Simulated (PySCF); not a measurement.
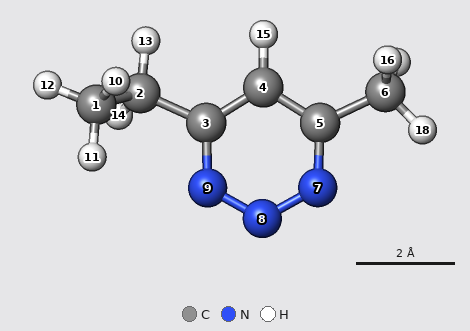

*The structure (ball-and-stick view, seen at a tilt; atoms are numbered from 1 in the order of the input).*

Bond lengths as drawn: C–C 1.39 to 1.53 Å, C–H 1.09 to 1.10 Å, C–N 1.34 Å and N–N 1.30 to 1.31 Å.

**NMR shielding calculation of C$_{6}$H$_{9}$N$_{3}$**

System: C$_{6}$H$_{9}$N$_{3}$, SMILES CCc1cc(C)nnn1.
Method: GIAO PBE0/pcSseg-1 NMR shielding, non-relativistic, IEF-PCM dichloromethane (PySCF 2.14.0).

The geometry comes from this level: PBE0-D3(BJ)/def2-SVP. It belongs to a series of runs on one base structure; here: solvent dichloromethane. Figures and captions count atoms from 1; the log counts them from 0 in places.

What the program printed:
```
coarse grid: 15288 points
cycle   1  E = -397.6566653545  dE =  1.354e+00  |g| = 4.531e-01  |ddm| = 4.052e+00
cycle   2  E = -397.6513996838  dE =  5.266e-03  |g| = 4.761e-01  |ddm| = 7.470e-01
cycle   3  E = -397.6998687843  dE = -4.847e-02  |g| = 1.081e-01  |ddm| = 3.881e-01
cycle   4  E = -397.7018892242  dE = -2.020e-03  |g| = 4.496e-02  |ddm| = 1.037e-01
cycle   5  E = -397.7023231237  dE = -4.339e-04  |g| = 6.087e-03  |ddm| = 3.509e-02
cycle   6  E = -397.7023293981  dE = -6.274e-06  |g| = 3.221e-03  |ddm| = 7.869e-03
cycle   7  E = -397.7023317836  dE = -2.386e-06  |g| = 6.498e-04  |ddm| = 3.111e-03
final grid: 148576 points
cycle   8  E = -397.7515975778  dE = -4.201e-05  |g| = 7.299e-03  |ddm| = 4.283e-02
cycle   9  E = -397.7515978106  dE = -2.328e-07  |g| = 7.342e-03  |ddm| = 1.309e-02
cycle  10  E = -397.7516109769  dE = -1.317e-05  |g| = 1.083e-03  |ddm| = 6.142e-03
cycle  11  E = -397.7516112377  dE = -2.609e-07  |g| = 3.131e-04  |ddm| = 1.202e-03
cycle  12  E = -397.7516112578  dE = -2.005e-08  |g| = 1.110e-04  |ddm| = 3.511e-04
cycle  13  E = -397.7516112607  dE = -2.913e-09  |g| = 1.888e-05  |ddm| = 1.141e-04
cycle  14  E = -397.7516112607  dE = -6.219e-11  |g| = 8.679e-06  |ddm| = 2.122e-05
```

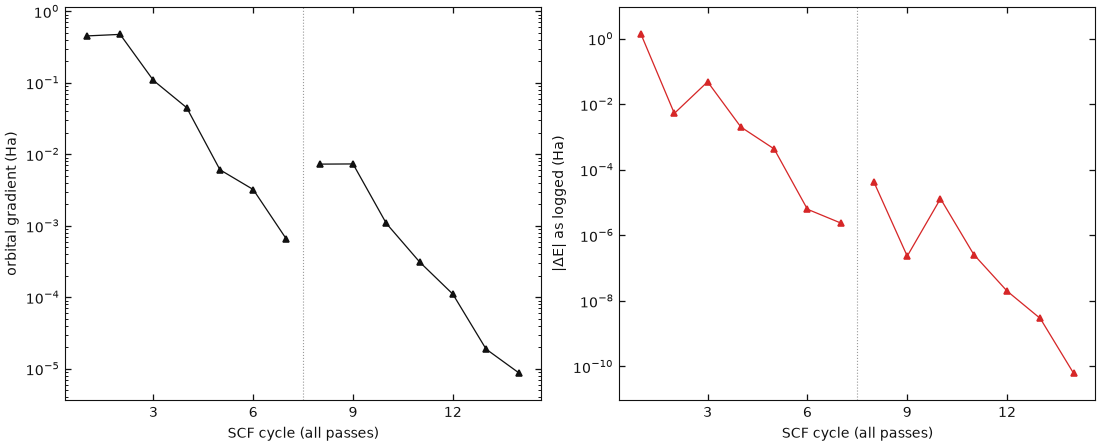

*Convergence of the self-consistent field: orbital gradient and size of the energy change against the SCF cycle. The dotted line marks the change from a coarse to the final integration grid.*

The first 7 cycles use a coarse grid, the final grid takes over at cycle 8, and the field converges after 14 cycles in all.

```
converged SCF energy = -397.7516112607

GIAO shielding tensors (ppm)
atom      isotropic    diamagn.    paramagn.     s11        s22        s33       span
  0 C      167.867     245.998     -78.131    155.217    164.606    183.777     28.559
  1 C      151.429     246.416     -94.987    139.010    145.425    169.853     30.843
  2 C       14.407     256.922    -242.515   -103.563    -11.932    158.715    262.278
  3 C       61.738     257.748    -196.009    -44.929     60.437    169.707    214.636
  4 C       18.768     256.267    -237.499   -100.491     -1.200    157.994    258.485
  5 C      160.369     246.500     -86.131    140.390    152.411    188.306     47.916
  6 N     -155.164     329.592    -484.756   -445.578   -242.345    222.431    668.008
  7 N     -248.274     316.633    -564.907   -667.369   -265.963    188.509    855.879
  8 N     -162.537     328.914    -491.452   -476.762   -249.183    238.334    715.095
  9 H       30.108      29.543       0.565     25.966     28.791     35.568      9.603
 10 H       29.422      29.212       0.209     24.358     28.414     35.494     11.136
 11 H       29.709      26.519       3.190     25.654     26.623     36.851     11.197
 12 H       28.633      30.974      -2.341     24.137     28.083     33.678      9.542
 13 H       28.110      29.330      -1.220     25.101     25.938     33.291      8.190
 14 H       23.877      34.389     -10.513     19.914     21.660     30.057     10.142
 15 H       28.290      27.339       0.952     24.267     27.232     33.373      9.105
 16 H       28.327      26.845       1.482     24.137     27.417     33.428      9.290
 17 H       28.479      26.495       1.985     24.141     26.800     34.497     10.356
```

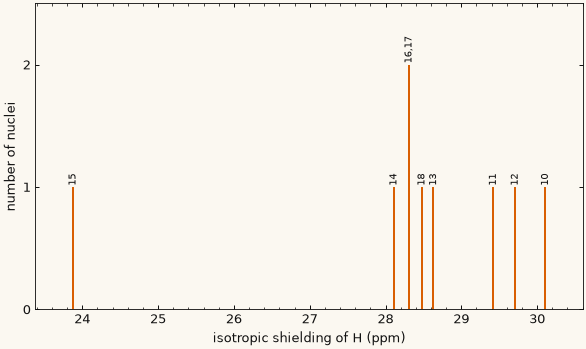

*Isotropic shieldings of the hydrogen nuclei in this fixed geometry, labelled by atom number; shielding grows to the right, so chemical shift grows to the left.*

The least shielded is H15 (23.9 ppm), the most shielded H10 (30.1 ppm).

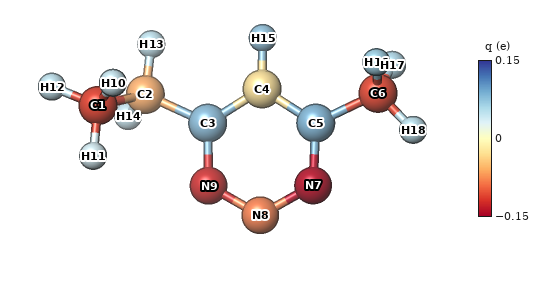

*Hirshfeld charges, as the colour of each atom (ball-and-stick view, seen at a tilt; atoms are numbered from 1 in the order of the input).*

By element: C −0.11 to +0.09, N −0.14 to −0.08 and H +0.04 to +0.08 e.

The run was set up as follows.

Input file:
```
{"job": {"kind": "nmr", "xc": "PBE0", "basis": "pcSseg-1", "solvent": "dichloromethane", "pop": true}, "charge": 0, "multiplicity": 1}
C      2.770955     0.264138    -0.271735
C      1.732731     0.167030     0.841231
C      0.400331    -0.291139     0.331045
C     -0.746353     0.489032     0.354462
C     -1.896521    -0.088138    -0.178908
C     -3.210527     0.619184    -0.233696
N     -1.857360    -1.330201    -0.675880
N     -0.743171    -2.018083    -0.670172
N      0.363448    -1.529157    -0.186897
H      2.485128     1.019993    -1.019265
H      2.863497    -0.703873    -0.784739
H      3.755312     0.540242     0.133324
H      1.615448     1.132790     1.356620
H      2.069978    -0.565963     1.592383
H     -0.745953     1.500306     0.769767
H     -3.141428     1.521286    -0.861423
H     -3.526970     0.940392     0.770479
H     -3.968112    -0.052564    -0.655395
```

The first line tells a small driver script what to run in PySCF; the rest is the geometry in Å.

Command:
```bash
OMP_NUM_THREADS=1 python <driver script> task.json out
```

Key numbers:

| quantity | value |
| --- | --- |
| outcome | converged |
| total energy | −397.751611 hartree |
| HOMO | −7.40 eV |
| LUMO | −1.78 eV |
| dipole moment | 7.04 D |
| isotropic shielding, C | 14.4 to 167.9 ppm |
| isotropic shielding, N | −248.3 to −155.2 ppm |
| isotropic shielding, H | 23.9 to 30.1 ppm |
| hardware | 1 CPU thread, shared host |
| wall time | 34 s |
| peak memory | 1.1 GiB |
